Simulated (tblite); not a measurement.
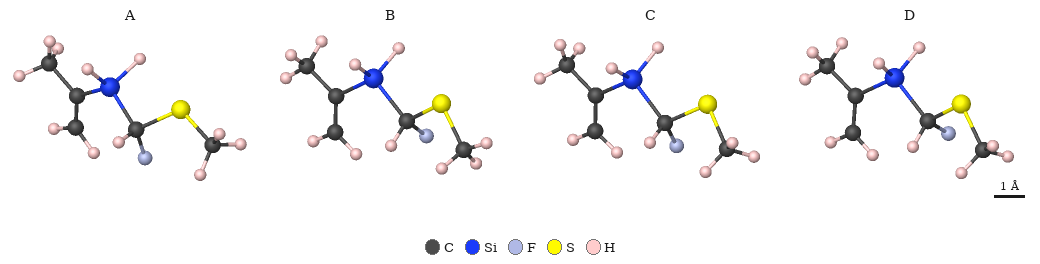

4 geometries from one relaxation of C5H11FSSi, in shuffled order. Style: ball-and-stick. Shown from a free direction.

Computed with tblite, GFN2-xTB geometry optimisation, gas phase. 

Put them in the order of the run, from the start to the converged end.

Answer. A, C, D, B. They are steps 0, 52, 71, 159, at +68.7 kJ/mol, +9.89 kJ/mol, +3.89 kJ/mol relative to the last. The atom that moves furthest after the best rigid fit is the F atom (1.12 Å). By element the largest moves are F 1.12 Å, H 1.11 Å, C 0.51 Å, S 0.37 Å, Si 0.33 Å. Near-neighbour distances that change, for instance: C–Si 1.834 → 1.923 Å, C–Si 1.813 → 1.886 Å, C–H 1.126 → 1.085 Å, C–S 1.789 → 1.820 Å. Among the angles between lasting bonds that change: C–S–C 114.7° → 99.5°, C–Si–C 116.9° → 109.6°, H–C–H 115.0° → 108.8°. Groups turn about C–S by about 55°, C–C by about 50°, C–Si by about 30°. The energy falls by 68.7 kJ/mol in 159 geometry steps. Cost: 2.5 s on 1 thread of Arm Neoverse N1, with other jobs on the host.
